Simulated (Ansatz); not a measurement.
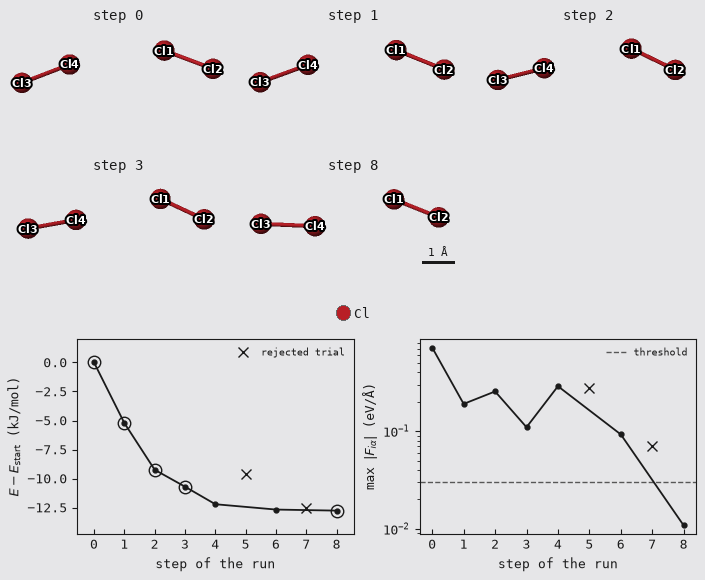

Frames of a relaxation of Cl4 (coarse preliminary run), marked on the history of the run. The picture is a ball-and-stick view, seen from a free direction.

The calculation used RKS PBE-D4/def2-SVP in Ansatz.

Input file:
```yaml
crystal:
  periodic: [false, false, false]
  atoms:
    - {symbol: Cl, position_ang: [-0.030400, 0.401100, -1.635800]}
    - {symbol: Cl, position_ang: [0.030400, -0.401100, -3.483900]}
    - {symbol: Cl, position_ang: [-0.241400, -0.135500, 3.528900]}
    - {symbol: Cl, position_ang: [0.241400, 0.135500, 1.590800]}
basis:
  gaussian: {orbitals: def2-SVP}
hamiltonian: {xc: pbe, dispersion: d4}
relax: {f_tol: 0.03, max_steps: 250}
```

Run as
```bash
ansatz run in.yaml --threads 4 --pin off --events-out ev --progress --plain --max-ram 9574MiB
```

Describe the path.

Answer. The energy falls by 12.8 kJ/mol in 6 accepted moves (8 points after the start). The largest force component goes from 0.72 to 0.011 eV/Å. The line search rejected the trial steps at points 5, 7 of the run. Cl4 moves most after the best rigid fit: 0.51 Å. Among the contacts that change: Cl1–Cl4 3.249 → 2.756 Å, Cl3–Cl4 2.016 → 2.085 Å, Cl1–Cl2 2.016 → 2.072 Å. The run took 4 s on 4 threads of Arm Neoverse V2 (shared host). From step 0 to 1: Cl4 moves most (0.15 Å), energy −5.22 kJ/mol. From step 1 to 2: Cl4 moves most (0.19 Å), energy −4.03 kJ/mol. From step 2 to 3: Cl4 moves most (0.07 Å), energy −1.46 kJ/mol. From step 3 to 8: Cl4 moves most (0.23 Å), energy −2.06 kJ/mol.

Limits of the set-up: the start holds two separate molecules, 3.2 Å apart at their closest, whose relative position is a soft coordinate.
